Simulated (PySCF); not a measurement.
## Excited-state calculation, with input and output: CH$_{8}$AsBSi

CH$_{8}$AsBSi, computed with TDDFT B3LYP/def2-SVPD, vertical, gas phase, core orbitals frozen in the response (PySCF 2.14.0).

The geometry comes from this level: GFN2-xTB.

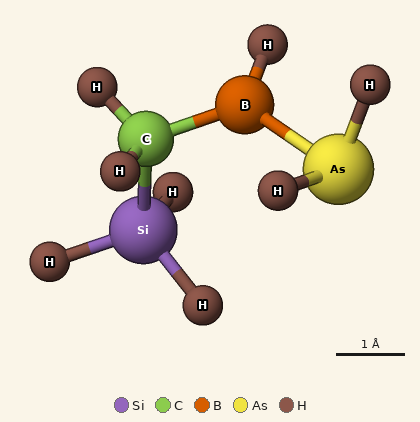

The input geometry (ball-and-stick view, seen at a tilt). Bond lengths as drawn: As–B 2.00 Å, As–H 1.50 to 1.51 Å, B–C 1.55 Å, B–H 1.18 Å, C–H 1.09 Å, C–Si 1.92 Å and H–Si 1.47 Å.

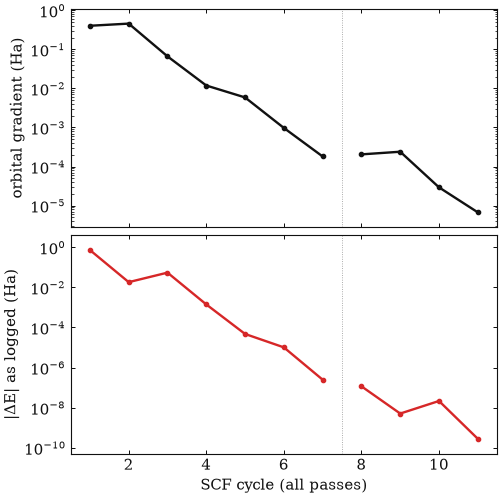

Convergence of the self-consistent field: orbital gradient and size of the energy change against the SCF cycle. The dotted line marks the change from a coarse to the final integration grid. The first 7 cycles use a coarse grid, the final grid takes over at cycle 8, and the field converges after 11 cycles in all.

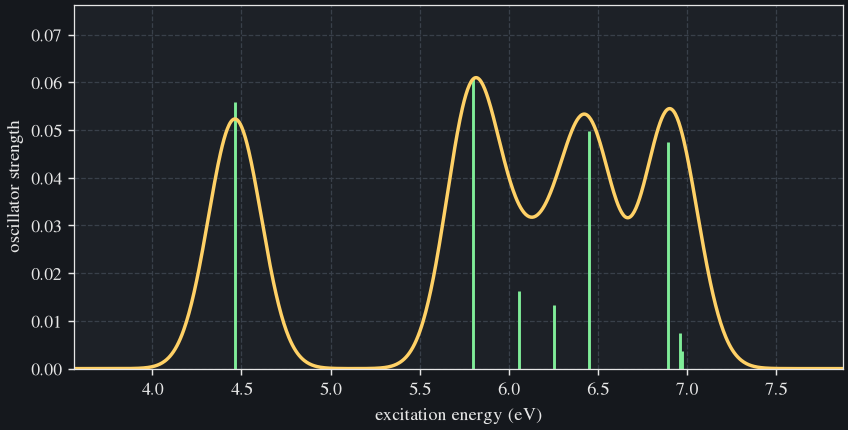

Computed excitations as sticks (degenerate states added up, dark ones marked on the axis), with a Gaussian envelope of 0.35 eV full width at half maximum, scaled to the tallest. Of the 8 states the lowest lies at 4.46 eV (f = 0.056); the strongest line is at 5.80 eV, or 214 nm (f = 0.061).

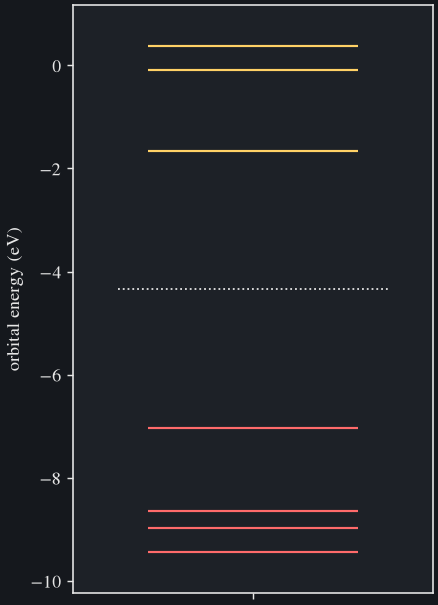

Orbital energies near the frontier; the dotted line parts filled from empty levels, and levels within 0.02 eV of each other stand side by side. Highest filled −7.03 eV, lowest empty −1.66 eV, 5.37 eV apart.

The input and output of the run follow.

Input:
```
{"job": {"kind": "uv", "xc": "B3LYP", "basis": "def2-SVPD", "nstates": 8, "ntriplets": 3}, "charge": 0, "multiplicity": 1}
Si     1.757241     0.503632     0.071627
C      0.274622    -0.533302     0.703613
B     -0.711301    -0.692055    -0.479345
As    -2.061510     0.712276    -0.944538
H      1.291012     1.827697    -0.360262
H      2.704418     0.643971     1.182373
H      2.414338    -0.174056    -1.049711
H      0.684227    -1.473647     1.074977
H     -0.130635     0.012076     1.558659
H     -0.567072    -1.601668    -1.214075
H     -3.199092    -0.265103    -1.040649
H     -2.455049     1.039496     0.471305
```

The first line tells a small driver script what to run in PySCF; the rest is the geometry in Å.

Run as:
```bash
OMP_NUM_THREADS=1 python <driver script> task.json out
```

The program's output:
```
coarse grid: 43880 points
cycle   1  E = -2592.7424346939  dE = -7.271e-01  |g| = 4.017e-01  |ddm| = 4.278e+00
cycle   2  E = -2592.7242416818  dE =  1.819e-02  |g| = 4.562e-01  |ddm| = 1.058e+00
cycle   3  E = -2592.7784889614  dE = -5.425e-02  |g| = 6.613e-02  |ddm| = 5.601e-01
cycle   4  E = -2592.7798946984  dE = -1.406e-03  |g| = 1.186e-02  |ddm| = 1.159e-01
cycle   5  E = -2592.7799419386  dE = -4.724e-05  |g| = 5.874e-03  |ddm| = 2.874e-02
cycle   6  E = -2592.7799520652  dE = -1.013e-05  |g| = 9.735e-04  |ddm| = 1.067e-02
cycle   7  E = -2592.7799523124  dE = -2.471e-07  |g| = 1.810e-04  |ddm| = 1.968e-03
final grid: 90392 points
cycle   8  E = -2592.7799139526  dE = -1.155e-07  |g| = 2.047e-04  |ddm| = 7.202e-03
cycle   9  E = -2592.7799139475  dE =  5.047e-09  |g| = 2.393e-04  |ddm| = 8.490e-04
cycle  10  E = -2592.7799139690  dE = -2.140e-08  |g| = 2.930e-05  |ddm| = 4.105e-04
cycle  11  E = -2592.7799139692  dE = -2.783e-10  |g| = 6.714e-06  |ddm| = 6.048e-05
converged SCF energy = -2592.7799139692

Static polarisability (au): isotropic 88.620, principal 76.076 80.839 108.946

Singlet excitations
state   eV       nm        f      main configurations
  1   4.4635    277.8   0.05581   H->L 0.95
  2   5.7979    213.8   0.06099   H-1->L 0.94
  3   6.0580    204.7   0.01625   H->L+1 0.95
  4   6.2516    198.3   0.01324   H-2->L 0.89
  5   6.4502    192.2   0.04978   H->L+2 0.92
  6   6.8942    179.8   0.04751   H-3->L 0.87
  7   6.9599    178.1   0.00747   H->L+3 0.84
  8   6.9744    177.8   0.00367   H-4->L 0.96

Triplet excitations (Tamm-Dancoff, eV): 3.7509 5.2437 5.5898
```

Summary:

```json
{"quantity": "outcome", "value": "converged"}
{"quantity": "total energy", "value": "−2592.779914 hartree"}
{"quantity": "HOMO", "value": "−7.03 eV"}
{"quantity": "LUMO", "value": "−1.66 eV"}
{"quantity": "dipole moment", "value": "1.20 D"}
{"quantity": "mean polarisability", "value": "88.62 a.u."}
{"quantity": "lowest singlet excitation", "value": "4.46 eV"}
{"quantity": "hardware", "value": "1 CPU thread, shared host"}
{"quantity": "wall time", "value": "32 s"}
{"quantity": "peak memory", "value": "0.65 GiB"}
```

Notes:

Spin–orbit coupling is left out, which matters for the heavy atoms.
